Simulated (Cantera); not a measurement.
Input: 1 mol SiH₄, 3.1 mol N₂O, 0.17 mol H₂, 12 mol NO, at 10.0 mbar.

Cantera equilibrium calculation (NASA polynomials, part measured and part estimated; ideal gas, pure solids and liquids). Candidate condensed phases: H₂O, Si, SiO₂, Si₂N₂O, Si₃N₄; 35 gas species. Rates play no part.

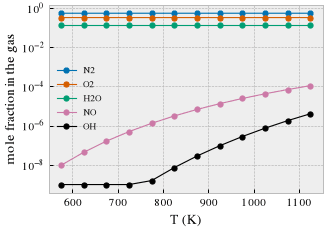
Figure: Equilibrium gas composition (values under 1e-9 drawn at 1e-9)

Task: Read off the mole fractions at 675 K.

Result: N₂ about 0.54, O₂ about 0.33, H₂O about 0.13, NO about 1.6e-7.
